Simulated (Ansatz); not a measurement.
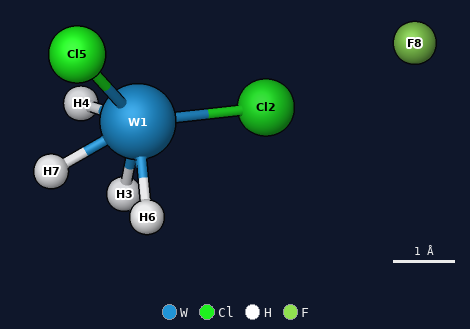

**Figure 1.** The structure as given in the input (ball-and-stick view, seen at a tilt; atoms are numbered from 1 in the order of the input). Sticks mark near contacts.

**WH4Cl2F: geometry relaxation**

- system: WH4Cl2F, multiplicity 2
- method: UHF/def2-SVP (Ansatz 0.2.0)

It belongs to a series of runs on one base structure; here: end point A relaxed. Figures and captions count atoms from 1; the log counts them from 0 in places.

Input
```yaml
crystal:
  periodic: [false, false, false]
  atoms:
    - { symbol: W, position_ang: [-0.412501, 0.0, 0.257607] }
    - { symbol: Cl, position_ang: [0.360199, 0.0, 2.493946] }
    - { symbol: H, position_ang: [1.186367, 0.0, -0.123567] }
    - { symbol: H, position_ang: [0.298903, 1.412741, -0.231881] }
    - { symbol: Cl, position_ang: [-2.535893, 0.0, -0.657559] }
    - { symbol: H, position_ang: [0.298903, -1.412741, -0.231881] }
    - { symbol: H, position_ang: [0.017015, 0.0, -1.338565] }
    - { symbol: F, position_ang: [0.117008, 0.0, 5.191899] }
magnetization:
  spin_polarized: true
  initial_magnetization: 1
basis:
  gaussian: { orbitals: def2-SVP }
hamiltonian:
  xc: hf
relax:
  f_tol: 0.03
  max_steps: 50
output:
  orbitals: {}
```

Hardware: 2 threads of Arm Neoverse V2, 24 GiB of memory available, shared host.

Launch command:
```bash
ansatz run input.yaml --threads 2 --pin off --max-ram 3072MiB --backend cpu --events-out ev --progress --plain --runs-dir out
```

Output
```
The last accepted step is kept in [file] (removed where the run ends without a failure and the disk answers)
Engine: ansatz 0.2.0, aarch64-unknown-linux-gnu
Functional definition: HF
  exchange = exact_x
  correlation = 0
1052 factors; integrals over basis functions are off by at most 5.5e-4 eV
mean field evaluation 1: about -29555.3732 eV, gradient 4.0e1 eV
mean field evaluation 2: about -29555.3800 eV, gradient 4.0e1 eV
mean field evaluation 4: about -29559.0924 eV, gradient 3.1e1 eV
mean field evaluation 8: about -29564.3553 eV, gradient 1.6e1 eV
mean field evaluation 16: about -29569.7444 eV, gradient 5.2e-1 eV
mean field evaluation 32: about -29569.8217 eV, gradient 6.3e-6 eV
mean field evaluation 64: about -29568.7794 eV, gradient 2.0e1 eV
mean field evaluation 96: about -29560.9487 eV, gradient 5.7e0 eV
mean field evaluation 128: about -29564.3752 eV, gradient 1.2e1 eV
mean field evaluation 160: about -29563.0446 eV, gradient 3.3e0 eV
mean field -29569.82166309 eV, -1086.6709029734 hartree, gradient 6.3e-6 eV, S^2 0.752622; 2 other end points of the search recorded, 0 dependent functions left out
the calculation of the forces begins
reference -29569.82166309 eV, -1086.6709029734 hartree; 31, 30 occupied and 71, 72 virtual orbitals, 1052 factors
relax step   1: F+E_penalty+E_count = -29569.82166309 eV  Δ(F+E_penalty+E_count) = +0.000e0 eV  max|allowed force component| = 9.407e-1 eV/Å  Δτ_max = 0.0000 Å  (300 SCF iters, accepted)
these checks for a lower state are left out or cut short: starts, cluster_reference, orbital_swaps, neighbouring_geometries, increment
1052 factors; integrals over basis functions are off by at most 6.7e-4 eV
mean field -29569.86825846 eV, -1086.6726153220 hartree, gradient 9.1e-6 eV, S^2 0.752519; 0 other end points of the search recorded, 0 dependent functions left out
the calculation of the forces begins
reference -29569.86825846 eV, -1086.6726153220 hartree; 31, 30 occupied and 71, 72 virtual orbitals, 1052 factors
relax step   2: F+E_penalty+E_count = -29569.86825846 eV  Δ(F+E_penalty+E_count) = -4.660e-2 eV  max|allowed force component| = 3.464e-1 eV/Å  Δτ_max = 0.0683 Å  (69 SCF iters, accepted)
these checks for a lower state are left out or cut short: starts, cluster_reference, orbital_swaps, neighbouring_geometries, increment
1052 factors; integrals over basis functions are off by at most 3.5e-4 eV
mean field evaluation 192: about -29569.8845 eV, gradient 1.0e-5 eV
mean field -29569.88445171 eV, -1086.6732104128 hartree, gradient 6.1e-6 eV, S^2 0.752460; 0 other end points of the search recorded, 0 dependent functions left out
the calculation of the forces begins
reference -29569.88445171 eV, -1086.6732104128 hartree; 31, 30 occupied and 71, 72 virtual orbitals, 1052 factors
relax step   3: F+E_penalty+E_count = -29569.88445171 eV  Δ(F+E_penalty+E_count) = -1.619e-2 eV  max|allowed force component| = 3.759e-1 eV/Å  Δτ_max = 0.1362 Å  (65 SCF iters, accepted)
these checks for a lower state are left out or cut short: starts, cluster_reference, orbital_swaps, neighbouring_geometries, increment
1052 factors; integrals over basis functions are off by at most 4.9e-4 eV
mean field -29569.90522710 eV, -1086.6739738944 hartree, gradient 5.0e-8 eV, S^2 0.752435; 0 other end points of the search recorded, 0 dependent functions left out
the calculation of the forces begins
reference -29569.90522710 eV, -1086.6739738944 hartree; 31, 30 occupied and 71, 72 virtual orbitals, 1052 factors
relax step   4: F+E_penalty+E_count = -29569.90522710 eV  Δ(F+E_penalty+E_count) = -2.078e-2 eV  max|allowed force component| = 2.520e-1 eV/Å  Δτ_max = 0.1460 Å  (130 SCF iters, accepted)
these checks for a lower state are left out or cut short: starts, cluster_reference, orbital_swaps, neighbouring_geometries, increment
1052 factors; integrals over basis functions are off by at most 5.4e-4 eV
mean field evaluation 224: about -29569.9102 eV, gradient 1.5e-8 eV
mean field -29569.91024282 eV, -1086.6741582186 hartree, gradient 1.5e-8 eV, S^2 0.752427; 0 other end points of the search recorded, 0 dependent functions left out
the calculation of the forces begins
reference -29569.91024282 eV, -1086.6741582186 hartree; 31, 30 occupied and 71, 72 virtual orbitals, 1052 factors
relax step   5: F+E_penalty+E_count = -29569.91024282 eV  Δ(F+E_penalty+E_count) = -5.016e-3 eV  max|allowed force component| = 1.947e-1 eV/Å  Δτ_max = 0.1203 Å  (133 SCF iters, accepted)
these checks for a lower state are left out or cut short: starts, cluster_reference, orbital_swaps, neighbouring_geometries, increment
1052 factors; integrals over basis functions are off by at most 5.6e-4 eV
mean field -29569.91262727 eV, -1086.6742458457 hartree, gradient 5.9e-6 eV, S^2 0.752424; 0 other end points of the search recorded, 0 dependent functions left out
the calculation of the forces begins
reference -29569.91262727 eV, -1086.6742458457 hartree; 31, 30 occupied and 71, 72 virtual orbitals, 1052 factors
relax step   6: F+E_penalty+E_count = -29569.91262727 eV  Δ(F+E_penalty+E_count) = -2.384e-3 eV  max|allowed force component| = 3.491e-2 eV/Å  Δτ_max = 0.0289 Å  (72 SCF iters, accepted)
these checks for a lower state are left out or cut short: starts, cluster_reference, orbital_swaps, neighbouring_geometries, increment
1052 factors; integrals over basis functions are off by at most 5.7e-4 eV
mean field -29569.91331708 eV, -1086.6742711954 hartree, gradient 1.1e-8 eV, S^2 0.752423; 0 other end points of the search recorded, 0 dependent functions left out
the calculation of the forces begins
reference -29569.91331708 eV, -1086.6742711954 hartree; 31, 30 occupied and 71, 72 virtual orbitals, 1052 factors
relax step   7: F+E_penalty+E_count = -29569.91331708 eV  Δ(F+E_penalty+E_count) = -6.898e-4 eV  max|allowed force component| = 6.809e-3 eV/Å  Δτ_max = 0.0306 Å  (133 SCF iters, accepted)
these checks for a lower state are left out or cut short: starts, cluster_reference, orbital_swaps, neighbouring_geometries, increment
1052 factors; integrals over basis functions are off by at most 5.7e-4 eV
mean field evaluation 256: about -29569.9136 eV, gradient 3.8e-2 eV
mean field -29569.91357072 eV, -1086.6742805166 hartree, gradient 1.1e-8 eV, S^2 0.752421; 0 other end points of the search recorded, 0 dependent functions left out
the calculation of the forces begins
reference -29569.91357072 eV, -1086.6742805166 hartree; 31, 30 occupied and 71, 72 virtual orbitals, 1052 factors
relax step   8: F+E_penalty+E_count = -29569.91357072 eV  Δ(F+E_penalty+E_count) = -2.536e-4 eV  max|allowed force component| = 8.011e-3 eV/Å  Δτ_max = 0.0377 Å  (132 SCF iters, accepted)
1052 factors; integrals over basis functions are off by at most 5.7e-4 eV
mean field evaluation 288: about -29569.9083 eV, gradient 4.0e-2 eV
mean field evaluation 320: about -29569.9082 eV, gradient 5.3e-2 eV
mean field evaluation 352: about -29569.9012 eV, gradient 4.2e-1 eV
mean field evaluation 384: about -29560.8969 eV, gradient 5.6e0 eV
mean field evaluation 416: about -29569.9135 eV, gradient 5.5e-3 eV
```

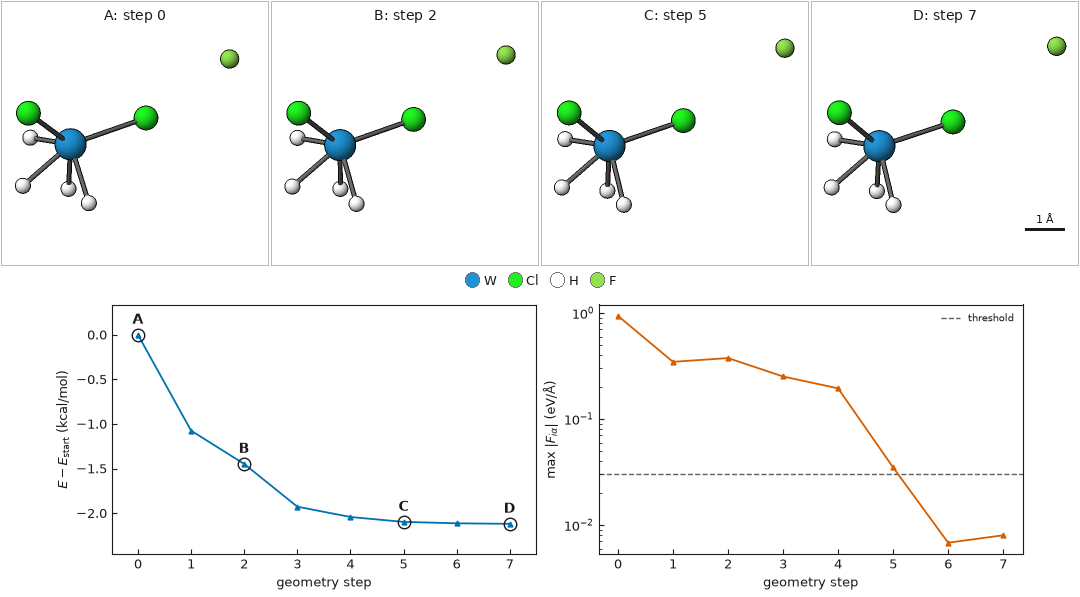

**Figure 2.** Frames of the relaxation (ball-and-stick view, seen at a tilt) above the curves, on which the letters mark them (the first geometry is step 0 here and step 1 in the log).

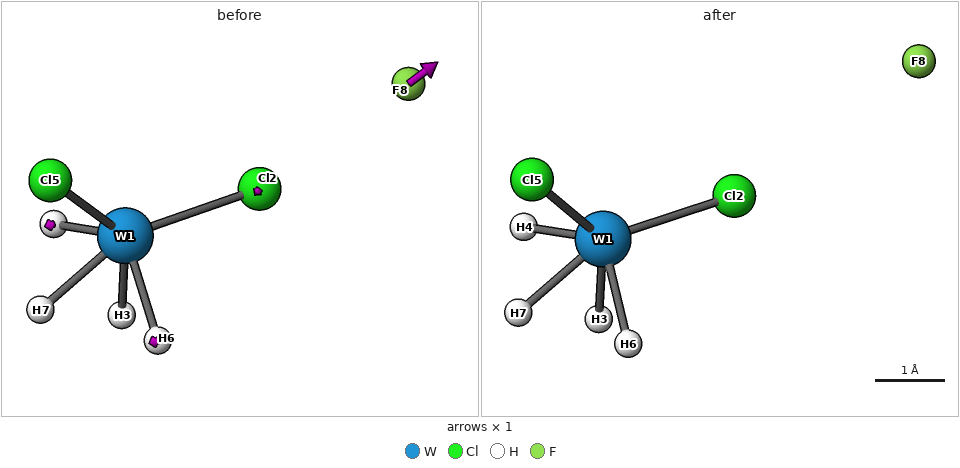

**Figure 3.** Before (left) and after (right) the relaxation, at one scale (ball-and-stick view, seen at a tilt). The pink arrows give the displacements, at true length. F8 moves most after the best rigid fit: 0.56 Å. Largest moves by element: F 0.56 Å, H 0.17 Å, Cl 0.13 Å, W 0.06 Å. Among the contacts that change: W1–Cl2 2.366 → 2.319 Å, W1–H3 1.644 → 1.649 Å, W1–H7 1.653 → 1.648 Å, W1–Cl5 2.312 → 2.317 Å. Among the angles that change: Cl2–W1–H4 98.0° → 102.3°, H4–W1–Cl5 106.1° → 102.1°, H4–W1–H7 66.6° → 63.5°. After 7 geometry steps the energy has fallen by 2.12 kcal/mol. Largest force component: 0.94 eV/Å at the start, 0.008 eV/Å at the end. (Atoms are counted from 1 in the order of the input.)

```
mean field -29569.91357072 eV, -1086.6742805166 hartree, gradient 1.1e-8 eV, S^2 0.752421; 3 other end points of the search recorded, 0 dependent functions left out
the calculation of the forces begins
reference -29569.91357072 eV, -1086.6742805166 hartree; 31, 30 occupied and 71, 72 virtual orbitals, 1052 factors
Total energy: -29569.91357072 eV, -1086.6742805166 hartree
Atom 0 at    -0.371172    -0.000000     0.210053 Å, force     0.003815    -0.000000     0.008011 eV/Å
Atom 1 at     0.438072     0.000000     2.383536 Å, force    -0.003114    -0.000000    -0.001563 eV/Å
Atom 2 at     1.229979     0.000000    -0.185152 Å, force     0.004354     0.000000    -0.004073 eV/Å
Atom 3 at     0.234301     1.417626    -0.392919 Å, force    -0.000078    -0.002372     0.000720 eV/Å
Atom 4 at    -2.531510     0.000000    -0.626249 Å, force    -0.000591    -0.000000     0.001978 eV/Å
Atom 5 at     0.234301    -1.417626    -0.392919 Å, force    -0.000078     0.002372     0.000720 eV/Å
Atom 6 at     0.050020     0.000000    -1.383501 Å, force    -0.002541    -0.000000    -0.007752 eV/Å
Atom 7 at     0.046009    -0.000000     5.747151 Å, force    -0.001767    -0.000000     0.001960 eV/Å
Dipole moment:    -0.066748    -0.000000     0.041012 e Å
```

Trajectory as extended XYZ (Å, eV, eV/Å), 8 frames, from step=1 to step=8
```
8
Properties=species:S:1:pos:R:3:forces:R:3 step=1 energy=-29569.82166
W    -0.4125    0.0000    0.2576    0.3427   0.0000   0.6858
Cl    0.3602    0.0000    2.4939   -0.2167   0.0000  -0.9407
H     1.1864    0.0000   -0.1236   -0.0001   0.0000   0.0002
H     0.2989    1.4127   -0.2319   -0.0422  -0.0172  -0.0424
Cl   -2.5359    0.0000   -0.6576   -0.0632   0.0000   0.0022
H     0.2989   -1.4127   -0.2319   -0.0422   0.0172  -0.0424
H     0.0170    0.0000   -1.3386    0.0517   0.0000   0.0340
F     0.1170    0.0000    5.1919   -0.0301   0.0000   0.3033
8
Properties=species:S:1:pos:R:3:forces:R:3 step=2 energy=-29569.86826
W    -0.4020    0.0000    0.2644    0.0359   0.0000  -0.3464
Cl    0.3416    0.0000    2.4416    0.1232   0.0000   0.1086
H     1.1964    0.0000   -0.1180    0.0663   0.0000   0.1063
H     0.2752    1.4123   -0.2698   -0.0374   0.0269   0.0014
Cl   -2.5396    0.0000   -0.6293   -0.0406   0.0000  -0.0216
H     0.2752   -1.4123   -0.2698   -0.0374  -0.0269   0.0014
H     0.0669    0.0000   -1.3194   -0.0926   0.0000  -0.0418
F     0.1162    0.0000    5.2602   -0.0174   0.0000   0.1922
8
Properties=species:S:1:pos:R:3:forces:R:3 step=3 energy=-29569.88445
W    -0.3887    0.0000    0.2393   -0.3759   0.0000   0.0084
Cl    0.3574    0.0000    2.4172    0.0615   0.0000   0.1610
H     1.2283    0.0000   -0.0755    0.0000   0.0000  -0.2432
H     0.2570    1.4245   -0.3040    0.0320  -0.0376  -0.0485
Cl   -2.5317    0.0000   -0.6503    0.0323   0.0000   0.0347
H     0.2570   -1.4245   -0.3040    0.0320   0.0376  -0.0485
H     0.0324    0.0000   -1.3592    0.2278   0.0000   0.0392
F     0.1183    0.0000    5.3964   -0.0098   0.0000   0.0969
8
Properties=species:S:1:pos:R:3:forces:R:3 step=4 energy=-29569.90523
W    -0.3885    0.0000    0.2276    0.2382   0.0000  -0.1556
Cl    0.3906    0.0000    2.4035    0.0092   0.0000   0.0744
H     1.2347    0.0000   -0.1313   -0.2520   0.0000  -0.0147
H     0.2481    1.4186   -0.3385    0.0027  -0.0009  -0.0245
Cl   -2.5396    0.0000   -0.6325   -0.0040   0.0000   0.0014
H     0.2481   -1.4186   -0.3385    0.0027   0.0009  -0.0245
H     0.0517    0.0000   -1.3689    0.0091   0.0000   0.1024
F     0.0849    0.0000    5.5386   -0.0060   0.0000   0.0411
8
Properties=species:S:1:pos:R:3:forces:R:3 step=5 energy=-29569.91024
W    -0.3714    0.0000    0.2189   -0.1947   0.0000  -0.0096
Cl    0.3713    0.0000    2.4165    0.0577   0.0000  -0.0361
H     1.2298    0.0000   -0.1705    0.0446   0.0000   0.0160
H     0.2471    1.4143   -0.3756    0.0017   0.0189   0.0050
Cl   -2.5263    0.0000   -0.6354    0.0450   0.0000   0.0143
H     0.2471   -1.4143   -0.3756    0.0017  -0.0189   0.0050
H     0.0473    0.0000   -1.3770    0.0471   0.0000  -0.0138
F     0.0852    0.0000    5.6588   -0.0030   0.0000   0.0191
8
Properties=species:S:1:pos:R:3:forces:R:3 step=6 energy=-29569.91263
W    -0.3758    0.0000    0.2153    0.0142   0.0000  -0.0178
Cl    0.3970    0.0000    2.4032    0.0133   0.0000  -0.0349
H     1.2294    0.0000   -0.1699   -0.0139   0.0000   0.0183
H     0.2397    1.4160   -0.3801   -0.0029   0.0067   0.0033
Cl   -2.5297    0.0000   -0.6354   -0.0001   0.0000  -0.0047
H     0.2397   -1.4160   -0.3801   -0.0029  -0.0067   0.0033
H     0.0553    0.0000   -1.3782   -0.0049   0.0000   0.0203
F     0.0745    0.0000    5.6852   -0.0027   0.0000   0.0123
8
Properties=species:S:1:pos:R:3:forces:R:3 step=7 energy=-29569.91332
W    -0.3742    0.0000    0.2130    0.0051   0.0000  -0.0029
Cl    0.4200    0.0000    2.3917    0.0044   0.0000  -0.0035
H     1.2289    0.0000   -0.1756   -0.0006   0.0000  -0.0005
H     0.2367    1.4174   -0.3848   -0.0004  -0.0002   0.0000
Cl   -2.5308    0.0000   -0.6318   -0.0046   0.0000  -0.0016
H     0.2367   -1.4174   -0.3848   -0.0004   0.0002   0.0000
H     0.0528    0.0000   -1.3799   -0.0012   0.0000   0.0017
F     0.0600    0.0000    5.7122   -0.0023   0.0000   0.0068
8
Properties=species:S:1:pos:R:3:forces:R:3 step=8 energy=-29569.91357
W    -0.3712    0.0000    0.2101    0.0038   0.0000   0.0080
Cl    0.4381    0.0000    2.3835   -0.0031   0.0000  -0.0016
H     1.2300    0.0000   -0.1852    0.0044   0.0000  -0.0041
H     0.2343    1.4176   -0.3929   -0.0001  -0.0024   0.0007
Cl   -2.5315    0.0000   -0.6262   -0.0006   0.0000   0.0020
H     0.2343   -1.4176   -0.3929   -0.0001   0.0024   0.0007
H     0.0500    0.0000   -1.3835   -0.0025   0.0000  -0.0078
F     0.0460    0.0000    5.7472   -0.0018   0.0000   0.0020
```

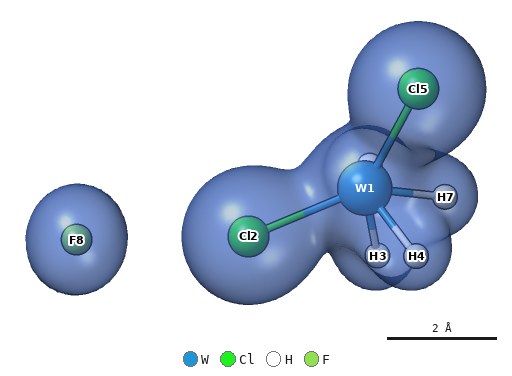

**Figure 4.** Isosurface of the total electron density at 0.2 e/Å³ (blue), seen at an oblique angle. At this value the surface falls into two separate pieces. It is pinched off along the Cl···F (3.39 Å) and Cl–F (3.39 Å) contacts. On the grid the lowest density along these lines, outside the cores, is 0.02 e/Å³ (Cl···F, 3.39 Å), 0.64 e/Å³ (W–Cl, 2.32 Å), 0.02 e/Å³ (Cl–F, 3.39 Å) and 1.1 e/Å³ (W–H, 1.65 Å).

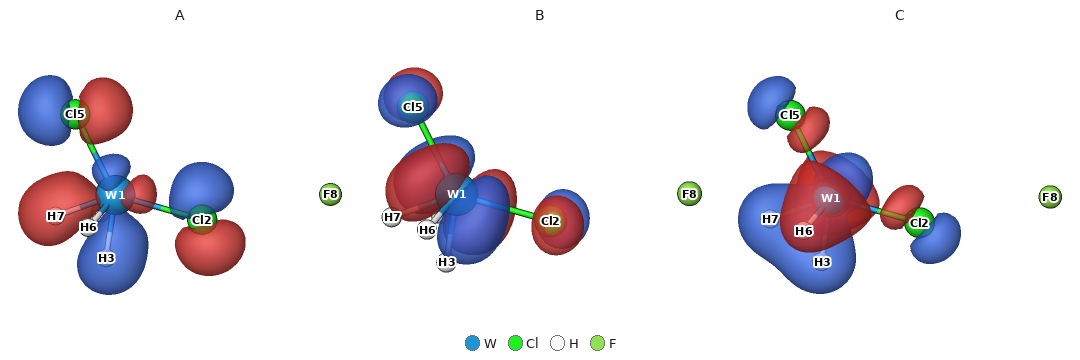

**Figure 5.** Three frontier orbitals at ±0.1 Å⁻³ᐟ² (blue and red are the two phases). C is the HOMO−1 (α) (−12.92 eV). It lies mainly on W1 (50 %), H7 (10 %) and H3 (10 %). A is the HOMO (α) (−11.29 eV). Its weight (Hirshfeld) is mainly on W1 (25 %), Cl5 (25 %), Cl2 (25 %), H3 (15 %) and H7 (15 %). B is the LUMO (α) (0.14 eV). By Hirshfeld shares it lies mainly on W1 (70 %), Cl2 (10 %) and Cl5 (10 %). The HOMO–LUMO gap is 11.43 eV between the orbital energies.

Summary

| quantity | value |
| --- | --- |
| outcome | converged |
| total energy | −29569.9136 eV |
| mean-field energy | −29569.9136 eV |
| ⟨S²⟩ | 0.752 |
| largest force (length of the vector) at the end | 0.009 eV/Å |
| wall time | 41 s (CPU time 79 s) |
| peak memory | 0.29 GiB |
